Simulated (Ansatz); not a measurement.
# Molecular dynamics, with input and output: C2H10OSi (part 5 of 5)

C2H10OSi; RKS PBE/def2-SVP (Ansatz 0.2.0). It belongs to a series of runs on one base structure; here: dynamics from the highest image of the converged band.

Geometry of the input (Å):
```
Si -0.5797  -0.0032  -0.5468
H  -0.5542  1.6071  0.2044
H  -0.0205  -1.3866  -0.8892
H  -0.5936  0.6727  -1.8966
C  -2.2729  -0.4037  0.1978
H  0.4716  1.2543  0.5741
O  0.9743  0.2361  0.5707
C  2.3368  -0.0541  0.2387
H  -2.1427  -0.7622  1.2400
H  -2.9355  0.4834  0.2217
H  -2.7568  -1.2190  -0.3787
H  2.9513  -0.0296  1.1606
H  2.3816  -1.0703  -0.2008
H  2.7405  0.6752  -0.4956
```

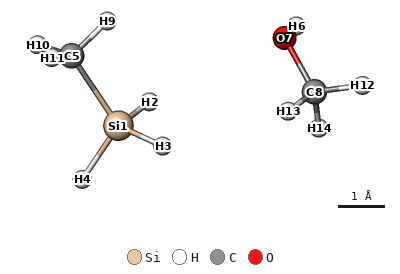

The geometry at step 174 of the log (ball-and-stick view, seen on its broad side; atoms are numbered from 1 in the order of the input).

### Trajectory as extended XYZ, continued
```
14
Properties=species:S:1:pos:R:3:forces:R:3 step=144 time_fs=72.0 energy=-12145.68943 temperature=828.9
Si   -1.1192    0.0669   -0.9553   -0.0612  -0.8895  -0.1913
H    -0.4825    1.3656   -0.6681    0.0599   0.4996   0.1685
H    -0.0355   -0.9610   -1.1190    0.0819  -0.0232   0.0797
H    -1.7876    0.1130   -2.3085   -0.0124   0.1775   0.0014
C    -2.4647   -0.5151    0.2433   -0.7375   0.5282   0.3187
H     1.8262    1.2093    1.4100   -0.3114  -0.3739   0.1000
O     1.6766    0.2642    1.1871    0.2838   0.5556  -0.0649
C     2.7894   -0.0676    0.3660   -0.4876   0.1293   0.2165
H    -2.2759   -0.5155    1.3477    0.2803  -0.0176  -0.4705
H    -3.3456    0.1735    0.0904    0.3388  -0.3316   0.0793
H    -2.8164   -1.5282   -0.0514    0.1176   0.0670   0.0141
H     3.7236   -0.1675    0.9488    0.3461   0.0105   0.0631
H     2.5761   -1.0294   -0.1062   -0.0682  -0.5433  -0.1596
H     2.9353    0.6520   -0.4622    0.1699   0.2114  -0.1549
14
Properties=species:S:1:pos:R:3:forces:R:3 step=148 time_fs=74.0 energy=-12145.69830 temperature=834.6
Si   -1.1435    0.0650   -0.9792    0.0467  -0.5870   0.0838
H    -0.5362    1.3908   -0.6508   -0.0229   0.1381   0.0658
H    -0.0591   -0.9610   -1.1582    0.1060   0.0287   0.1095
H    -1.7969    0.1330   -2.3267   -0.1176   0.1737  -0.1364
C    -2.4697   -0.5184    0.2441   -0.4035   0.7429   0.1453
H     1.8627    1.2102    1.4304   -0.2484  -0.0566   0.1943
O     1.7143    0.2690    1.2212    0.2747   0.3237  -0.1953
C     2.8052   -0.0674    0.3739   -0.4918   0.1582  -0.4870
H    -2.2433   -0.4991    1.3262    0.3727   0.0546  -0.0032
H    -3.3542    0.1476    0.1155    0.0755   0.0086   0.0108
H    -2.8420   -1.5207    0.0170    0.0166  -0.5460  -0.2621
H     3.7528   -0.2012    0.9420    0.1785   0.1226  -0.1340
H     2.5496   -1.0320   -0.0995    0.0801  -0.2179  -0.0175
H     2.9344    0.6599   -0.4939    0.1335  -0.3436   0.6260
14
Properties=species:S:1:pos:R:3:forces:R:3 step=152 time_fs=76.0 energy=-12145.67878 temperature=822.2
Si   -1.1678    0.0623   -1.0030    0.1177  -0.1940   0.2868
H    -0.5908    1.4211   -0.6310   -0.1138  -0.2927  -0.0728
H    -0.0788   -0.9599   -1.1933    0.1005   0.0899   0.1314
H    -1.8105    0.1597   -2.3498   -0.1580   0.1504  -0.1724
C    -2.4761   -0.5196    0.2454   -0.1150   0.1834  -0.1368
H     1.8899    1.2093    1.4581   -0.1194   0.3717   0.2596
O     1.7527    0.2745    1.2548    0.2123  -0.0945  -0.3327
C     2.8195   -0.0668    0.3803   -0.4134  -0.3415  -0.6519
H    -2.1967   -0.4807    1.3042    0.4097   0.1136   0.3303
H    -3.3602    0.1223    0.1411   -0.3087   0.4037  -0.0349
H    -2.8661   -1.5317    0.0762    0.1445  -0.4381  -0.3085
H     3.7884   -0.2303    0.9301   -0.1457   0.2169  -0.3335
H     2.5264   -1.0425   -0.0933    0.2677   0.2716   0.1982
H     2.9387    0.6561   -0.5035    0.1214  -0.4404   0.8374
14
Properties=species:S:1:pos:R:3:forces:R:3 step=156 time_fs=78.0 energy=-12145.69002 temperature=829.3
Si   -1.1919    0.0592   -1.0265    0.0405   0.0951   0.3173
H    -0.6495    1.4407   -0.6140   -0.1179  -0.5465  -0.1782
H    -0.0946   -0.9555   -1.2234    0.0803   0.1348   0.1386
H    -1.8299    0.1921   -2.3791   -0.1172   0.0955  -0.0693
C    -2.4829   -0.5202    0.2464   -0.1637  -0.4834  -0.0056
H     1.9123    1.2204    1.4952   -0.0384   0.1526   0.1349
O     1.7916    0.2800    1.2877    0.1607   0.0586  -0.2781
C     2.8325   -0.0674    0.3849   -0.3597  -0.8278  -0.1354
H    -2.1351   -0.4581    1.2930    0.2221   0.1089   0.0685
H    -3.3768    0.1112    0.1657   -0.2719   0.4320   0.0022
H    -2.8843   -1.5578    0.1238    0.4085   0.1816  -0.2432
H     3.8190   -0.2513    0.9060   -0.2821   0.2396  -0.3339
H     2.5130   -1.0438   -0.0800    0.3092   0.3717   0.2244
H     2.9477    0.6370   -0.4832    0.1295  -0.0128   0.3577
14
Properties=species:S:1:pos:R:3:forces:R:3 step=159 time_fs=79.5 energy=-12145.68973 temperature=829.1
Si   -1.2100    0.0570   -1.0438   -0.1169   0.1932   0.2514
H    -0.6964    1.4424   -0.6054   -0.0530  -0.5585  -0.2088
H    -0.1044   -0.9488   -1.2425    0.0661   0.1462   0.1321
H    -1.8474    0.2188   -2.4030   -0.0543   0.0336   0.0598
C    -2.4884   -0.5216    0.2471   -0.2935  -0.5473   0.2698
H     1.9280    1.2331    1.5267    0.0166  -0.2423  -0.0302
O     1.8210    0.2841    1.3119    0.1086   0.3655  -0.1547
C     2.8414   -0.0694    0.3879   -0.3692  -0.9438   0.4997
H    -2.0830   -0.4385    1.2868   -0.0413   0.0604  -0.3174
H    -3.3958    0.1135    0.1841    0.0735   0.1953   0.0562
H    -2.8883   -1.5745    0.1533    0.5032   0.4957  -0.2082
H     3.8354   -0.2611    0.8797   -0.1721   0.1948  -0.1777
H     2.5105   -1.0359   -0.0647    0.2018   0.1244   0.0862
H     2.9576    0.6216   -0.4581    0.1305   0.4828  -0.2584
14
Properties=species:S:1:pos:R:3:forces:R:3 step=163 time_fs=81.5 energy=-12145.66726 temperature=814.7
Si   -1.2342    0.0543   -1.0665   -0.4063   0.1453   0.1305
H    -0.7602    1.4268   -0.6008    0.1053  -0.3344  -0.1720
H    -0.1153   -0.9352   -1.2636    0.0558   0.1287   0.1088
H    -1.8724    0.2553   -2.4325    0.0262  -0.0622   0.2087
C    -2.4965   -0.5247    0.2488   -0.2399  -0.0933   0.4411
H     1.9499    1.2417    1.5672    0.1374  -0.3689  -0.1642
O     1.8605    0.2904    1.3439    0.0024   0.3391  -0.0717
C     2.8523   -0.0746    0.3934   -0.3735  -0.4272   0.8973
H    -2.0157   -0.4105    1.2672   -0.3441  -0.0219  -0.5792
H    -3.4175    0.1221    0.2106    0.5030  -0.1363   0.0921
H    -2.8774   -1.5808    0.1856    0.3866   0.3924  -0.1909
H     3.8525   -0.2680    0.8397    0.1444   0.0837   0.1310
H     2.5131   -1.0230   -0.0422   -0.0450  -0.3766  -0.1911
H     2.9750    0.6178   -0.4342    0.0476   0.7316  -0.6405
14
Properties=species:S:1:pos:R:3:forces:R:3 step=167 time_fs=83.5 energy=-12145.65740 temperature=808.2
Si   -1.2590    0.0518   -1.0891   -0.6895  -0.0633   0.0523
H    -0.8199    1.3989   -0.6026    0.2979   0.0773  -0.0630
H    -0.1240   -0.9166   -1.2806    0.0516   0.0839   0.0753
H    -1.8965    0.2895   -2.4543    0.0620  -0.1484   0.2516
C    -2.5052   -0.5281    0.2519    0.1852   0.5365   0.1675
H     1.9771    1.2381    1.6020    0.2785   0.0998  -0.1374
O     1.9000    0.2973    1.3757   -0.0950  -0.2996  -0.1623
C     2.8620   -0.0810    0.4016   -0.2341   0.4884   0.3609
H    -1.9609   -0.3833    1.2271   -0.3952  -0.0697  -0.3394
H    -3.4212    0.1263    0.2404    0.4959  -0.2064   0.0707
H    -2.8523   -1.5737    0.2106    0.0787  -0.1925  -0.1741
H     3.8747   -0.2717    0.8044    0.2882  -0.0009   0.3264
H     2.5143   -1.0232   -0.0265   -0.1681  -0.4782  -0.2928
H     2.9938    0.6393   -0.4319   -0.1559   0.1732  -0.1354
14
Properties=species:S:1:pos:R:3:forces:R:3 step=170 time_fs=85.0 energy=-12145.62621 temperature=788.1
Si   -1.2782    0.0499   -1.1060   -0.8200  -0.2160   0.0688
H    -0.8576    1.3790   -0.6057    0.4141   0.3716   0.0214
H    -0.1293   -0.9006   -1.2914    0.0439   0.0433   0.0483
H    -1.9132    0.3116   -2.4645    0.0481  -0.1930   0.1956
C    -2.5115   -0.5297    0.2545    0.5897   0.6821  -0.2695
H     2.0042    1.2367    1.6246    0.3454   0.4091  -0.1050
O     1.9294    0.3022    1.3992   -0.1328  -0.7215  -0.2455
C     2.8688   -0.0851    0.4086   -0.0260   0.7825  -0.1786
H    -1.9295   -0.3645    1.1881   -0.2451  -0.0683   0.0786
H    -3.4118    0.1246    0.2646    0.1705  -0.0562   0.0382
H    -2.8308   -1.5716    0.2249   -0.1170  -0.5468  -0.1414
H     3.8980   -0.2742    0.7855    0.1132  -0.0138   0.3157
H     2.5114   -1.0349   -0.0217   -0.0884  -0.1301  -0.1611
H     3.0045    0.6611   -0.4349   -0.2957  -0.3428   0.3345
14
Properties=species:S:1:pos:R:3:forces:R:3 step=174 time_fs=87.0 energy=-12145.56859 temperature=751.2
Si   -1.3048    0.0470   -1.1284   -0.7992  -0.2046   0.2506
H    -0.8939    1.3652   -0.6091    0.4588   0.5094   0.0443
H    -0.1349   -0.8778   -1.3043    0.0154  -0.0062   0.0146
H    -1.9340    0.3345   -2.4720   -0.0173  -0.2186   0.0283
C    -2.5181   -0.5301    0.2572    0.9649   0.1208  -0.7944
H     2.0517    1.2471    1.6508    0.3328   0.1594  -0.1865
O     1.9684    0.3072    1.4302   -0.1324  -0.5667  -0.1970
C     2.8778   -0.0883    0.4174    0.2783   0.5910  -0.4807
H    -1.8949   -0.3416    1.1402    0.0053  -0.0630   0.5595
H    -3.3954    0.1214    0.2981   -0.3823   0.2169   0.0065
H    -2.8059   -1.5861    0.2396   -0.1655  -0.3390  -0.0719
H     3.9314   -0.2780    0.7704   -0.2899  -0.0017   0.1874
H     2.5053   -1.0528   -0.0198    0.0949   0.4359   0.0997
H     3.0087    0.6782   -0.4274   -0.3639  -0.6337   0.5393
14
Properties=species:S:1:pos:R:3:forces:R:3 step=178 time_fs=89.0 energy=-12145.55108 temperature=739.8
Si   -1.3324    0.0439   -1.1504   -0.5618   0.1213   0.5855
H    -0.9132    1.3697   -0.6114    0.3575   0.2819  -0.0773
H    -0.1400   -0.8552   -1.3166   -0.0380  -0.0428  -0.0157
H    -1.9555    0.3492   -2.4786   -0.1026  -0.2157  -0.1639
C    -2.5216   -0.5301    0.2574    1.0141  -0.4642  -0.7812
H     2.1117    1.2628    1.6698    0.2308  -0.3669  -0.2787
O     2.0071    0.3109    1.4607   -0.1053  -0.0498  -0.0729
C     2.8877   -0.0897    0.4248    0.4110   0.1783  -0.1364
H    -1.8610   -0.3215    1.1121   -0.0389  -0.1403   0.5232
H    -3.3921    0.1254    0.3318   -0.4612   0.1588  -0.0253
H    -2.7870   -1.6121    0.2514   -0.0922   0.3162  -0.0108
H     3.9544   -0.2819    0.7626   -0.4764  -0.0121   0.0796
H     2.5023   -1.0554   -0.0146    0.1507   0.5774   0.2069
H     2.9994    0.6728   -0.4009   -0.2876  -0.3421   0.1670
14
Properties=species:S:1:pos:R:3:forces:R:3 step=181 time_fs=90.5 energy=-12145.54983 temperature=738.9
Si   -1.3537    0.0417   -1.1664   -0.3169   0.4606   0.8275
H    -0.9185    1.3807   -0.6147    0.2246  -0.0036  -0.2171
H    -0.1447   -0.8393   -1.3261   -0.0880  -0.0633  -0.0370
H    -1.9741    0.3547   -2.4872   -0.1484  -0.2112  -0.2523
C    -2.5222   -0.5309    0.2560    0.8681  -0.3876  -0.4427
H     2.1627    1.2670    1.6774    0.1522  -0.4150  -0.2311
O     2.0360    0.3135    1.4834   -0.0992   0.0481  -0.0630
C     2.8959   -0.0903    0.4300    0.3371  -0.0650   0.4322
H    -1.8366   -0.3098    1.1040   -0.2631  -0.2390   0.2271
H    -3.4008    0.1323    0.3565   -0.1259  -0.1432  -0.0821
H    -2.7753   -1.6254    0.2599   -0.0756   0.6023   0.0088
H     3.9603   -0.2851    0.7590   -0.3494  -0.0420   0.0506
H     2.5037   -1.0435   -0.0058    0.0565   0.3117   0.1345
H     2.9851    0.6598   -0.3763   -0.1720   0.1472  -0.3553
14
Properties=species:S:1:pos:R:3:forces:R:3 step=185 time_fs=92.5 energy=-12145.52797 temperature=725.0
Si   -1.3824    0.0393   -1.1868   -0.0227   0.8417   0.9761
H    -0.9185    1.3942   -0.6269    0.0458  -0.3147  -0.3714
H    -0.1540   -0.8203   -1.3402   -0.1507  -0.0902  -0.0644
H    -2.0037    0.3550   -2.5069   -0.1547  -0.2222  -0.2280
C    -2.5206   -0.5329    0.2529    0.6447   0.1785   0.0084
H     2.2358    1.2604    1.6805    0.0998   0.0281  -0.0291
O     2.0742    0.3170    1.5135   -0.1318  -0.2695  -0.1685
C     2.9078   -0.0913    0.4383    0.0775   0.0489   0.9384
H    -1.8136   -0.3023    1.1000   -0.4913  -0.3156  -0.1083
H    -3.4151    0.1357    0.3863    0.3420  -0.4958  -0.1824
H    -2.7626   -1.6239    0.2714   -0.1412   0.4325  -0.0008
H     3.9580   -0.2910    0.7559    0.0890  -0.0901   0.0573
H     2.5066   -1.0193    0.0096   -0.1768  -0.2979  -0.0717
H     2.9607    0.6485   -0.3565   -0.0298   0.5662  -0.7555
14
Properties=species:S:1:pos:R:3:forces:R:3 step=189 time_fs=94.5 energy=-12145.53129 temperature=727.1
Si   -1.4111    0.0381   -1.2059    0.1606   1.0096   0.8744
H    -0.9166    1.3964   -0.6530   -0.0768  -0.4094  -0.4255
H    -0.1691   -0.8047   -1.3567   -0.1891  -0.1260  -0.0897
H    -2.0391    0.3468   -2.5349   -0.1056  -0.2504  -0.0595
C    -2.5168   -0.5344    0.2498    0.5418   0.6608   0.0972
H     2.3126    1.2545    1.6824    0.0401   0.3211   0.1620
O     2.1122    0.3199    1.5432   -0.1233  -0.4014  -0.2645
C     2.9199   -0.0919    0.4493   -0.2638   0.5269   0.4824
H    -1.8084   -0.3066    1.0928   -0.3909  -0.2561  -0.0972
H    -3.4176    0.1214    0.4093    0.3746  -0.4564  -0.2331
H    -2.7554   -1.6072    0.2828   -0.2468  -0.1591  -0.0402
H     3.9590   -0.3002    0.7550    0.4600  -0.0980   0.0223
H     2.5031   -1.0053    0.0228   -0.2643  -0.5565  -0.1313
H     2.9350    0.6563   -0.3628    0.0834   0.1946  -0.2975
14
Properties=species:S:1:pos:R:3:forces:R:3 step=193 time_fs=96.5 energy=-12145.54446 temperature=735.4
Si   -1.4396    0.0382   -1.2237    0.2322   0.9091   0.6053
H    -0.9174    1.3837   -0.6950   -0.1114  -0.2530  -0.3659
H    -0.1913   -0.7940   -1.3766   -0.1920  -0.1731  -0.1109
H    -2.0785    0.3290   -2.5651   -0.0474  -0.2709   0.1467
C    -2.5114   -0.5339    0.2469    0.5061   0.4181  -0.1818
H     2.3906    1.2587    1.6903   -0.1427  -0.0397   0.2498
O     2.1499    0.3220    1.5723    0.0469   0.1175  -0.2836
C     2.9312   -0.0910    0.4618   -0.4649   0.4720  -0.3439
H    -1.8172   -0.3202    1.0829   -0.0029  -0.0935   0.2249
H    -3.4073    0.0907    0.4237   -0.0736  -0.0318  -0.1850
H    -2.7574   -1.5958    0.2926   -0.2489  -0.4934  -0.1095
H     3.9760   -0.3129    0.7545    0.3365  -0.0158  -0.1338
H     2.4906   -1.0105    0.0318   -0.0409  -0.1562   0.0904
H     2.9126    0.6710   -0.3798    0.2029  -0.3896   0.3972
14
Properties=species:S:1:pos:R:3:forces:R:3 step=196 time_fs=98.0 energy=-12145.53368 temperature=728.6
Si   -1.4608    0.0391   -1.2366    0.2403   0.6693   0.3725
H    -0.9206    1.3676   -0.7358   -0.0766   0.0013  -0.2635
H    -0.2127   -0.7902   -1.3943   -0.1730  -0.2100  -0.1220
H    -2.1094    0.3089   -2.5845   -0.0275  -0.2668   0.2574
C    -2.5062   -0.5327    0.2444    0.4155  -0.2151  -0.3668
H     2.4459    1.2618    1.7022   -0.2811  -0.3355   0.2914
O     2.1782    0.3236    1.5937    0.1962   0.5082  -0.2987
C     2.9387   -0.0894    0.4707   -0.4029   0.0569  -0.6577
H    -1.8248   -0.3333    1.0804    0.2598   0.0163   0.4403
H    -3.4004    0.0660    0.4297   -0.4534   0.3144  -0.1152
H    -2.7650   -1.5985    0.2973   -0.1274  -0.2989  -0.1808
H     3.9973   -0.3229    0.7511   -0.0111   0.0820  -0.2742
H     2.4796   -1.0193    0.0404    0.1774   0.2330   0.2846
H     2.9006    0.6738   -0.3844    0.2640  -0.5550   0.6327
14
Properties=species:S:1:pos:R:3:forces:R:3 step=200 time_fs=100.0 energy=-12145.54293 temperature=734.6
Si   -1.4888    0.0411   -1.2533    0.2555   0.2393   0.1235
H    -0.9272    1.3474   -0.7986    0.0147   0.3947  -0.1074
H    -0.2470   -0.7923   -1.4219   -0.1336  -0.2439  -0.1273
H    -2.1517    0.2732   -2.6017   -0.0541  -0.2291   0.2956
C    -2.4982   -0.5318    0.2401    0.0508  -0.8058  -0.1238
H     2.5104    1.2554    1.7281   -0.2890  -0.2242   0.3500
O     2.2163    0.3269    1.6216    0.2332   0.4727  -0.3488
C     2.9477   -0.0872    0.4807   -0.1583  -0.5404  -0.4488
H    -1.8266   -0.3500    1.0910    0.2452   0.0546   0.3178
H    -3.4060    0.0435    0.4340   -0.4276   0.4043  -0.0920
H    -2.7786   -1.6103    0.2973    0.1014   0.1950  -0.2670
H     4.0242   -0.3334    0.7372   -0.3864   0.1710  -0.3533
H     2.4712   -1.0230    0.0614    0.2889   0.4044   0.3652
H     2.8933    0.6600   -0.3703    0.2592  -0.2925   0.4161
```
